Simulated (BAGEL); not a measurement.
# SiHF3 (SMILES F[SiH](F)F): B3LYP/def2-SVPD (density fitting with qzvpp-jkfit)

Aim: the energy change on altering one bond length of SiHF3 at B3LYP/def2-SVPD (density fitting with qzvpp-jkfit), from 2 runs. 

The results are computed with BAGEL 1.2.2.

4 further runs of the same task are left out: 1 that didn't finish, 3 set aside as unsound or not needed.

### 1 The system as given

The species is SiHF3 (5 atoms), meant as a singlet with charge 0. SMILES: `F[SiH](F)F`. The shape is that of a PBE0-D4/def2-TZVP optimisation.

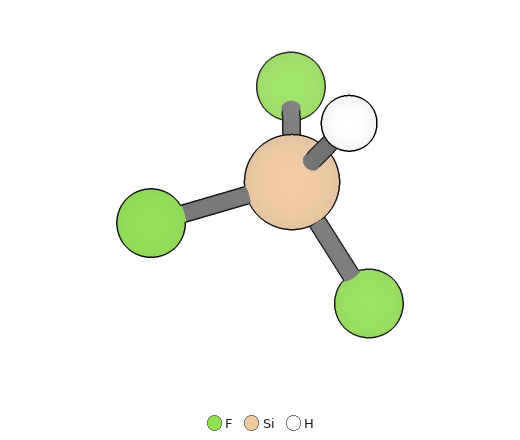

Viewed from a chosen angle; fluorine green, silicon light orange, hydrogen white.

### 2 The energy at B3LYP/def2-SVPD (density fitting with qzvpp-jkfit)

calc.json reads:

```json
{ "bagel": [

{
  "title": "molecule",
  "basis": "def2-svpd.json",
  "df_basis": "qzvpp-jkfit",
  "angstrom": "true",
  "geometry": [
    { "atom": "F", "xyz": [   -0.447100,   -0.082200,    1.491300 ] },
    { "atom": "Si", "xyz": [    0.040700,    0.001700,   -0.001800 ] },
    { "atom": "F", "xyz": [   -0.597100,    1.281400,   -0.657200 ] },
    { "atom": "F", "xyz": [   -0.495900,   -1.263300,   -0.767200 ] },
    { "atom": "H", "xyz": [    1.499400,    0.062400,   -0.065100 ] }
  ]
},
{
  "title": "ks",
  "xc_func": "b3lyp"
},
{
  "title": "print",
  "file": "orbitals.molden",
  "orbitals": "true"
}

]}
```

The basis set def2-SVPD is read from a file made from the Basis Set Exchange's data (not shown).

Run with:

```sh
$ BAGEL_NUM_THREADS=1 BAGEL calc.json > calc.out
```

The program printed:

```text
* using 1 threads per process

  ===============================================================
  ===============================================================

  *** Geometry ***

  { "atom" : "F", "xyz" : [     -0.844897,     -0.155335,      2.818149 ] },
  { "atom" : "Si", "xyz" : [      0.076912,      0.003213,     -0.003402 ] },
  { "atom" : "F", "xyz" : [     -1.128355,      2.421495,     -1.241928 ] },
  { "atom" : "F", "xyz" : [     -0.937115,     -2.387291,     -1.449798 ] },
  { "atom" : "H", "xyz" : [      2.833455,      0.117919,     -0.123021 ] },

  Number of auxiliary basis functions:      377

  Since a DF basis is specified, we compute 2- and 3-index integrals:
    o Being stored without compression. Storage requirement is 0.031 GB

  Number of basis functions:      101
  Number of electrons      :       42

    * METHOD: MOLECULE                             0.12

  *** Kohn-Sham DFT ***

    * Removing 7982 points whose weight is below 1.00e-10
    * Grid points: 66548

  === Nuclear Repulsion ===
   188.4078504027

       - DIIS with orbital gradients will be used.

  === KS iteration (b3lyp / def2-svpd.json) ===
      0       -565.65253627          0.12237204           0.26
      1       -544.86117384          0.17996897           0.25
      2       -572.31993740          0.11278545           0.25
      3       -587.89108381          0.05395520           0.25
      4       -589.14840696          0.02941527           0.25
      5       -589.50767678          0.00505745           0.25
      6       -589.51706169          0.00275545           0.25
      7       -589.51963404          0.00129603           0.25
      8       -589.52035926          0.00028263           0.25
      9       -589.52037811          0.00018928           0.25
     10       -589.52039255          0.00006285           0.25
     11       -589.52039422          0.00000353           0.25
     12       -589.52039422          0.00000227           0.25
     13       -589.52039422          0.00000188           0.25
     14       -589.52039423          0.00000022           0.25
     15       -589.52039423          0.00000002           0.25
     16       -589.52039423          0.00000002           0.25
     17       -589.52039423          0.00000000           0.25
    * SCF iteration converged.

    * Permanent dipole moment:
           (   -0.563439,    -0.023474,     0.024683) a.u.

    * METHOD: KS                                   4.72

    * METHOD: PRINT                                0.02

  ===============================================================
```

Wall time 5.1 s (1 thread of Arm Neoverse V2, shared host); peak memory 0.33 GiB.

### 3 The distorted shape at the same level

calc.json reads:

```json
{ "bagel": [

{
  "title": "molecule",
  "basis": "def2-svpd.json",
  "df_basis": "qzvpp-jkfit",
  "angstrom": "true",
  "geometry": [
    { "atom": "F", "xyz": [    0.196830,    1.435823,    2.409794 ] },
    { "atom": "Si", "xyz": [    0.684630,    1.519723,    0.916694 ] },
    { "atom": "F", "xyz": [    0.046830,    2.799423,    0.261294 ] },
    { "atom": "F", "xyz": [   -0.495900,   -1.263300,   -0.767200 ] },
    { "atom": "H", "xyz": [    2.143330,    1.580423,    0.853394 ] }
  ]
},
{ "title": "ks", "xc_func": "b3lyp" },
{ "title": "print", "file": "orbitals.molden", "orbitals": "true" }

]}
```

The basis set def2-SVPD is read from a file made from the Basis Set Exchange's data (not shown).

Run with:

```sh
$ BAGEL_NUM_THREADS=1 BAGEL calc.json > calc.out
```

The program printed:

```text
* using 1 threads per process

  ===============================================================
  ===============================================================

  *** Geometry ***

  { "atom" : "F", "xyz" : [      0.371955,      2.713312,      4.553851 ] },
  { "atom" : "Si", "xyz" : [      1.293763,      2.871860,      1.732301 ] },
  { "atom" : "F", "xyz" : [      0.088496,      5.290143,      0.493774 ] },
  { "atom" : "F", "xyz" : [     -0.937115,     -2.387291,     -1.449798 ] },
  { "atom" : "H", "xyz" : [      4.050307,      2.986567,      1.612681 ] },

  Number of auxiliary basis functions:      377

  Since a DF basis is specified, we compute 2- and 3-index integrals:
    o Being stored without compression. Storage requirement is 0.031 GB

  Number of basis functions:      101
  Number of electrons      :       42

    * METHOD: MOLECULE                             0.12

  *** Kohn-Sham DFT ***

    * Removing 6494 points whose weight is below 1.00e-10
    * Grid points: 68036

  === Nuclear Repulsion ===
   151.1664114060

       - DIIS with orbital gradients will be used.

  === KS iteration (b3lyp / def2-svpd.json) ===
      0       -553.99530835          0.10006266           0.26
      1       -353.62447017          0.21762852           0.25
      2       -539.71336714          0.11546847           0.25
      3       -547.51647869          0.16337242           0.25
      4       -586.91467773          0.05198093           0.25
      5       -586.65926554          0.06259960           0.25
      6       -588.81208976          0.02403632           0.25
      7       -588.96600644          0.01962428           0.25
      8       -589.28529207          0.00325250           0.25
      9       -589.28116186          0.00412222           0.25
     10       -589.29010674          0.00133809           0.25
     11       -589.29077622          0.00085678           0.25
     12       -589.29123673          0.00009190           0.25
     13       -589.29124578          0.00004778           0.25
     14       -589.29124877          0.00001038           0.25
     15       -589.29124987          0.00001633           0.25
     16       -589.29125008          0.00000347           0.25
     17       -589.29125008          0.00000145           0.25
     18       -589.29125008          0.00000080           0.25
     19       -589.29125008          0.00000028           0.25
     20       -589.29125008          0.00000005           0.25
     21       -589.29125008          0.00000002           0.25
     22       -589.29125008          0.00000001           0.25
     23       -589.29125008          0.00000000           0.25
    * SCF iteration converged.

    * Permanent dipole moment:
           (   -1.538760,    -2.226209,    -1.305272) a.u.

    * METHOD: KS                                   6.30

    * METHOD: PRINT                                0.02

  ===============================================================
```

Wall time 6.6 s (1 thread of Arm Neoverse V2, shared host); peak memory 0.33 GiB.

### 4 Results

Level: B3LYP/def2-SVPD (density fitting with qzvpp-jkfit).

```
                                                          quantity          value
                                         first shape: total energy  -589.52039 Eh
                                        first shape: dipole moment         1.43 D
                                          first shape: HOMO energy      -11.11 eV
                                          first shape: LUMO energy        0.24 eV
                                        first shape: HOMO–LUMO gap       11.35 eV
                                     distorted shape: total energy  -589.29125 Eh
                                    distorted shape: dipole moment         7.64 D
                                      distorted shape: HOMO energy       -8.02 eV
                                      distorted shape: LUMO energy       -5.98 eV
                                    distorted shape: HOMO–LUMO gap        2.03 eV
energy change with the Si2–F4 bond stretched from 1.573 to 3.460 Å       6.235 eV
```

In words: One bond (distorted shape) is far stretched, which a spin-restricted single reference describes badly; a broken-symmetry solution may lie lower. With the Si2–F4 bond stretched from 1.573 to 3.460 Å the energy rises by 6.24 eV (144 kcal/mol). The first shape isn't relaxed at this level, so the change isn't measured from a minimum. A restricted reference can't describe the breaking bond well at this length.
